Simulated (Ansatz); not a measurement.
# Run report: C₂H₅Cl₃OSi, molecular dynamics (part 2 of 2)

Continued. System: C₂H₅Cl₃OSi. Method: RKS BLYP-d3bjatm/def2-SVP (Ansatz 0.2.0). The geometry comes from this level: PBE0-D4/def2-TZVP.

Geometry of the input (Å):
```
C  0.6093  1.6524  0.8705
C  -0.3197  0.5648  0.4009
O  0.4376  -0.4090  -0.3164
Si -0.1374  -1.7450  -1.0001
Cl -1.0145  -2.9522  0.3814
Cl 1.4195  -2.7029  -1.8558
Cl -1.5329  -1.3003  -2.4108
H  1.3793  1.2439  1.5272
H  0.0477  2.4090  1.4231
H  1.0979  2.1343  0.0220
H  -1.0957  0.9703  -0.2569
H  -0.8143  0.0797  1.2491
```

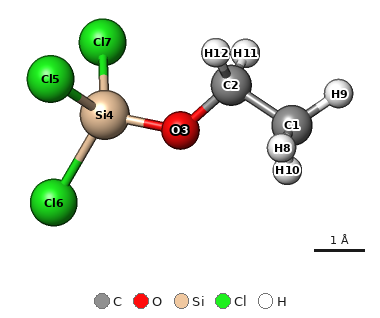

**Figure 1.** The geometry at step 14 of the log (ball-and-stick view, seen at a tilt; atoms are numbered from 1 in the order of the input).

Trajectory as extended XYZ, continued:
```
12
Properties=species:S:1:pos:R:3:forces:R:3 step=7 time_fs=14.0 energy=-49634.09306 temperature=394.6
C     0.7129    1.6845    0.9208   -1.2438  -0.4371   0.3783
C    -0.3170    0.6561    0.4427   -1.7549  -0.6191  -1.5540
O     0.4627   -0.3789   -0.2534   -0.2291  -0.3994  -0.4087
Si   -0.1256   -1.7630   -0.9831   -0.1936   0.8700  -0.3880
Cl   -1.0160   -2.9678    0.4236   -0.1384  -0.2342   0.2451
Cl    1.4145   -2.7922   -1.9150   -0.1618   0.2729   0.1906
Cl   -1.6078   -1.2712   -2.4282    0.5553  -0.1262   0.4928
H     1.3628    1.2856    1.6873    0.3266  -0.6030   0.7642
H     0.2605    2.5891    1.3211   -0.4563   0.5176   0.2022
H     1.3779    1.9582    0.1343    0.6404   0.3973  -1.3665
H    -1.1868    1.0548   -0.3426    2.0604  -0.4425   1.6483
H    -0.9193    0.1007    1.2361    0.5950   0.8038  -0.2043
12
Properties=species:S:1:pos:R:3:forces:R:3 step=8 time_fs=16.0 energy=-49633.94855 temperature=419.3
C     0.7088    1.6741    0.9231    1.7351   1.0055  -0.1435
C    -0.3089    0.6759    0.4456   -2.5139  -2.2630  -0.9401
O     0.4604   -0.3818   -0.2408   -0.0133  -0.3297  -0.6472
Si   -0.1251   -1.7597   -0.9782   -0.1804   0.7769  -0.5228
Cl   -1.0154   -2.9710    0.4277   -0.1187  -0.2025   0.2052
Cl    1.4122   -2.8017   -1.9261   -0.2888   0.3782   0.2913
Cl   -1.6152   -1.2694   -2.4314    0.6441  -0.1413   0.5938
H     1.3600    1.2753    1.7423   -0.3584  -0.1840  -0.2037
H     0.2947    2.6279    1.3271   -0.2104  -0.2404  -0.2610
H     1.4964    1.9523    0.0872   -1.5628  -0.4579   1.0056
H    -1.1465    1.0604   -0.3152    1.6434  -0.2007   1.2114
H    -0.9570    0.0177    1.2115    1.2242   1.8588  -0.5890
12
Properties=species:S:1:pos:R:3:forces:R:3 step=9 time_fs=18.0 energy=-49633.79197 temperature=358.6
C     0.7060    1.6659    0.9256    2.7529   1.5641   0.2694
C    -0.3104    0.6873    0.4443   -0.4831  -3.4816   0.8005
O     0.4577   -0.3878   -0.2291    0.1966  -0.2739  -0.8265
Si   -0.1263   -1.7539   -0.9715   -0.1374   0.5022  -0.7582
Cl   -1.0138   -2.9747    0.4316   -0.1106  -0.1762   0.1737
Cl    1.4106   -2.8130   -1.9383   -0.4549   0.5127   0.4147
Cl   -1.6234   -1.2667   -2.4336    0.7206  -0.1501   0.6876
H     1.3382    1.2520    1.7820   -0.6097   0.1409  -0.7147
H     0.3171    2.6648    1.3149   -0.0199  -0.8783  -0.5196
H     1.5548    1.9188    0.0641   -2.1881  -0.5883   1.6544
H    -1.0410    1.0521   -0.2468   -0.6907   0.8495  -1.0057
H    -0.9517   -0.0038    1.1686    1.0244   1.9791  -0.1756
12
Properties=species:S:1:pos:R:3:forces:R:3 step=10 time_fs=20.0 energy=-49633.81422 temperature=456.0
C     0.7113    1.6635    0.9259    2.1010   0.9171   0.5383
C    -0.3115    0.6866    0.4451    2.2808  -3.3766   1.8362
O     0.4547   -0.3936   -0.2183    0.4082  -0.2756  -0.9299
Si   -0.1290   -1.7471   -0.9653   -0.0906   0.1522  -1.0091
Cl   -1.0108   -2.9782    0.4359   -0.1051  -0.1488   0.1411
Cl    1.4099   -2.8255   -1.9507   -0.6321   0.6619   0.5434
Cl   -1.6312   -1.2617   -2.4349    0.7903  -0.1579   0.7693
H     1.2897    1.2279    1.7893   -0.2710   0.2083  -0.3602
H     0.3404    2.6750    1.2714   -0.1008  -0.7162  -0.3556
H     1.5347    1.8446    0.1029   -1.5046  -0.2437   1.0257
H    -0.9512    1.0713   -0.2249   -2.8092   1.8597  -3.1000
H    -0.9034    0.0333    1.1249   -0.0669   1.1196   0.9008
12
Properties=species:S:1:pos:R:3:forces:R:3 step=11 time_fs=22.0 energy=-49633.98961 temperature=569.3
C     0.7242    1.6647    0.9310   -0.7280  -0.6765   1.9631
C    -0.3015    0.6763    0.4513    0.7287   0.5882  -2.9621
O     0.4513   -0.3985   -0.2067    0.5118  -0.2405  -0.8345
Si   -0.1315   -1.7406   -0.9619   -0.1154  -0.2143  -1.1774
Cl   -1.0059   -2.9828    0.4403   -0.0762  -0.0956   0.0759
Cl    1.4100   -2.8368   -1.9643   -0.7854   0.8068   0.6588
Cl   -1.6389   -1.2556   -2.4353    0.8675  -0.1654   0.8407
H     1.2346    1.2037    1.7868    0.2694   0.1241   0.4525
H     0.3562    2.6572    1.2156   -0.3615   0.1924   0.0577
H     1.4611    1.7523    0.1888    1.3571   0.4028  -1.6656
H    -0.9639    1.1616   -0.3166    0.0077  -0.3345   0.3080
H    -0.8533    0.1041    1.1222   -1.6757  -0.3874   2.2829
12
Properties=species:S:1:pos:R:3:forces:R:3 step=12 time_fs=24.0 energy=-49633.74447 temperature=457.4
C     0.7371    1.6647    0.9468   -2.2865  -1.6503   2.1205
C    -0.2890    0.6685    0.4473   -0.9822   1.2946  -2.8709
O     0.4483   -0.4019   -0.1986    0.4020  -0.1187  -0.6021
Si   -0.1343   -1.7358   -0.9619   -0.1877  -0.5646  -1.2657
Cl   -0.9991   -2.9889    0.4458   -0.0266  -0.0148  -0.0189
Cl    1.4100   -2.8478   -1.9782   -0.9106   0.9368   0.7541
Cl   -1.6468   -1.2494   -2.4345    0.9333  -0.1758   0.8938
H     1.1934    1.1813    1.7971    0.6028   0.0749   1.0418
H     0.3455    2.6374    1.1702   -0.4406   0.9611   0.3069
H     1.4365    1.6721    0.2188    2.9074   0.6121  -2.9294
H    -0.9737    1.2428   -0.3887    0.9868  -1.4793   1.7341
H    -0.8616    0.1547    1.2006   -0.9979   0.1239   0.8357
12
Properties=species:S:1:pos:R:3:forces:R:3 step=13 time_fs=26.0 energy=-49633.86294 temperature=550.1
C     0.7438    1.6596    0.9701    0.7445  -1.2350  -1.5116
C    -0.2783    0.6656    0.4330   -2.2034   0.8166  -0.3830
O     0.4458   -0.4020   -0.1962    0.2516  -0.2127  -0.4646
Si   -0.1386   -1.7337   -0.9644   -0.2129  -0.8047  -1.2479
Cl   -0.9915   -2.9958    0.4526    0.0220   0.0765  -0.1273
Cl    1.4087   -2.8594   -1.9896   -1.0082   1.0411   0.8212
Cl   -1.6529   -1.2416   -2.4345    0.9628  -0.1890   0.9226
H     1.1797    1.1683    1.8441    0.4298   0.4184   0.5879
H     0.3072    2.6563    1.1367    0.1812   0.0910   0.1678
H     1.5267    1.6131    0.1308   -0.4950   0.7869   1.0088
H    -0.9496    1.2631   -0.3875    0.9120  -1.5648   1.6119
H    -0.9078    0.2003    1.3040    0.4158   0.7756  -1.3858
12
Properties=species:S:1:pos:R:3:forces:R:3 step=14 time_fs=28.0 energy=-49633.65250 temperature=405.8
C     0.7491    1.6491    0.9887    1.6477  -0.5585  -1.9676
C    -0.2731    0.6656    0.4172   -1.3985   0.1885   2.0415
O     0.4435   -0.4025   -0.1946    0.1673  -0.5462  -0.4628
Si   -0.1433   -1.7353   -0.9689   -0.1523  -0.8734  -1.1087
Cl   -0.9842   -3.0043    0.4589    0.0545   0.1523  -0.2292
Cl    1.4068   -2.8708   -1.9988   -1.0769   1.1112   0.8578
Cl   -1.6570   -1.2335   -2.4331    0.9530  -0.2011   0.9178
H     1.1995    1.1715    1.9127   -0.1453   0.8702  -0.5184
H     0.2669    2.6828    1.1163    0.8690  -1.0344   0.0763
H     1.5982    1.5823    0.0774   -1.6099   0.9082   2.3459
H    -0.8937    1.2150   -0.3307   -0.1805  -0.4795   0.1000
H    -0.9411    0.2771    1.3496    0.8720   0.4626  -2.0527
12
Properties=species:S:1:pos:R:3:forces:R:3 step=15 time_fs=30.0 energy=-49633.60060 temperature=389.4
C     0.7566    1.6369    1.0017    1.6431  -0.3880  -1.8322
C    -0.2716    0.6629    0.4096    1.1612  -0.9621   4.4035
O     0.4409   -0.4056   -0.1922    0.2196  -1.0147  -0.4745
Si   -0.1466   -1.7400   -0.9725   -0.0598  -0.8193  -0.9585
Cl   -0.9770   -3.0131    0.4642    0.0620   0.1894  -0.2967
Cl    1.4040   -2.8804   -2.0083   -1.1207   1.1510   0.8792
Cl   -1.6611   -1.2256   -2.4298    0.9389  -0.2192   0.9079
H     1.2245    1.1993    1.9508   -0.4674   0.7572  -0.8387
H     0.2654    2.6656    1.1101    0.8646  -0.9097   0.1127
H     1.6002    1.5775    0.1148   -1.4014   0.8941   2.1140
H    -0.8402    1.1337   -0.2862   -2.2803   1.6848  -2.6736
H    -0.9368    0.3723    1.3174    0.4402  -0.3634  -1.3431
12
Properties=species:S:1:pos:R:3:forces:R:3 step=16 time_fs=32.0 energy=-49633.93016 temperature=538.8
C     0.7718    1.6253    1.0096   -0.0589  -0.6041  -0.8801
C    -0.2642    0.6534    0.4178    1.0167   1.2030   0.2634
O     0.4401   -0.4133   -0.1916    0.3078  -1.3040  -0.3038
Si   -0.1503   -1.7447   -0.9766    0.0265  -0.8340  -0.8286
Cl   -0.9704   -3.0215    0.4688    0.0602   0.2148  -0.3546
Cl    1.4008   -2.8883   -2.0180   -1.1554   1.1770   0.8928
Cl   -1.6636   -1.2190   -2.4249    0.9088  -0.2301   0.8775
H     1.2386    1.2557    1.9462   -0.2829   0.0753   0.0083
H     0.3014    2.6148    1.1114    0.2178   0.2675   0.2057
H     1.5427    1.5984    0.2330    0.6308   0.7309  -0.1054
H    -0.8715    1.1046   -0.3503   -0.5367   0.7705  -0.6980
H    -0.9116    0.4537    1.2420   -1.1348  -1.4668   0.9228
12
Properties=species:S:1:pos:R:3:forces:R:3 step=17 time_fs=34.0 energy=-49633.49613 temperature=376.3
C     0.7898    1.6145    1.0158   -3.3578  -1.0678   1.3198
C    -0.2506    0.6470    0.4272    0.3117   2.3089  -2.8662
O     0.4381   -0.4278   -0.1944    0.3292  -1.1183  -0.0183
Si   -0.1529   -1.7511   -0.9836    0.0519  -0.9380  -0.7201
Cl   -0.9633   -3.0293    0.4717    0.0552   0.2259  -0.4050
Cl    1.3982   -2.8948   -2.0257   -1.1661   1.1783   0.8830
Cl   -1.6634   -1.2142   -2.4178    0.8484  -0.2345   0.8059
H     1.2498    1.3157    1.9406    0.0485  -0.5931   1.0793
H     0.3422    2.5744    1.1140   -0.5397   1.4530   0.3044
H     1.5137    1.6429    0.3427    4.0242   0.6128  -3.5823
H    -0.9205    1.1019   -0.4387    1.1460  -0.0866   1.3934
H    -0.9301    0.4806    1.1979   -1.7515  -1.7405   1.8061
12
Properties=species:S:1:pos:R:3:forces:R:3 step=18 time_fs=36.0 energy=-49633.90594 temperature=597.4
C     0.8017    1.6012    1.0278    0.6113  -0.0396  -1.3360
C    -0.2358    0.6489    0.4276   -1.6160   1.3016  -1.4786
O     0.4341   -0.4479   -0.2010    0.3887  -0.5523   0.2677
Si   -0.1520   -1.7608   -0.9892   -0.0079  -1.0691  -0.7323
Cl   -0.9548   -3.0340    0.4728    0.0279   0.1809  -0.4023
Cl    1.3950   -2.8989   -2.0319   -1.1356   1.1389   0.8520
Cl   -1.6599   -1.2116   -2.4101    0.7743  -0.2403   0.7243
H     1.2728    1.3451    1.9834   -0.2436  -0.5871   0.4008
H     0.3655    2.5845    1.1279   -0.4626   0.8722   0.2172
H     1.6492    1.7157    0.3126   -0.1647  -0.0030  -0.0029
H    -0.9102    1.1020   -0.4712    1.3952  -0.1598   1.8194
H    -1.0081    0.4375    1.2211    0.4328  -0.8423  -0.3293
12
Properties=species:S:1:pos:R:3:forces:R:3 step=19 time_fs=38.0 energy=-49633.72879 temperature=529.7
C     0.8202    1.5866    1.0351    1.9944   2.0938  -1.0903
C    -0.2277    0.6543    0.4236   -1.6616  -0.1467  -0.0447
O     0.4319   -0.4698   -0.2078    0.4817   0.0716   0.4723
Si   -0.1489   -1.7715   -0.9935   -0.0738  -1.1790  -0.7836
Cl   -0.9464   -3.0365    0.4736   -0.0151   0.1056  -0.3678
Cl    1.3915   -2.9021   -2.0366   -1.0797   1.0728   0.8059
Cl   -1.6540   -1.2115   -2.4025    0.6857  -0.2412   0.6360
H     1.2891    1.3513    2.0442   -0.6417  -0.3897  -0.8240
H     0.3712    2.6327    1.1522    0.1892  -0.9211  -0.0124
H     1.7801    1.8044    0.2821   -2.2437  -0.7772   1.4865
H    -0.8347    1.1008   -0.4435    0.6475   0.2303   1.0462
H    -1.0717    0.3590    1.2318    1.7169   0.0810  -1.3241
12
Properties=species:S:1:pos:R:3:forces:R:3 step=20 time_fs=40.0 energy=-49633.56682 temperature=507.6
C     0.8467    1.5768    1.0371    1.3447   3.1103  -0.5161
C    -0.2233    0.6577    0.4182    0.3477  -1.8925   2.1331
O     0.4325   -0.4906   -0.2126    0.5918   0.4720   0.4632
Si   -0.1456   -1.7835   -1.0003   -0.0786  -1.1480  -0.7399
Cl   -0.9372   -3.0384    0.4731   -0.0702   0.0173  -0.3192
Cl    1.3866   -2.9073   -2.0397   -1.0008   0.9918   0.7386
Cl   -1.6471   -1.2128   -2.3950    0.5786  -0.2374   0.5276
H     1.2710    1.3412    2.0682   -0.4815  -0.3409  -0.9903
H     0.3791    2.6638    1.1709    0.4723  -1.8167  -0.1168
H     1.8213    1.8769    0.3099   -2.4007  -1.2510   1.4482
H    -0.7341    1.0983   -0.3845   -1.1197   1.4329  -1.3983
H    -1.0734    0.2848    1.1954    1.8165   0.6623  -1.2302
```

Key numbers:

| quantity | value |
| --- | --- |
| outcome | finished |
| mean temperature over the second half | 489 K |
| trajectory | 20 steps, 40 fs |
| ensemble | nvt_langevin |
| temperature in the input | 700 K |
| time step | 2 fs |
| potential energy (last step) | −49633.5672 eV |
| mean-field energy (last step) | −49632.7917 eV |
| dispersion energy (last step) | −0.7755 eV |
| SCF solution under orbital rotations (last step) | stable |
| largest force (length of the vector) (last step) | 3.428 eV/Å |
| dipole moment (last step) | 2.72 D |
| hardware | 4 threads of Arm Neoverse V1, 23 GiB of memory available, shared host |
| wall time | 48 s (CPU time 3.1 min) |
| peak memory | 0.64 GiB |

Notes:

So short a trajectory is not equilibrated. The logged temperature at the start can lie below the typed one, since it is counted over all degrees of freedom. The temperature stays far from the 700 K of the thermostat over the second half: the run isn't equilibrated.
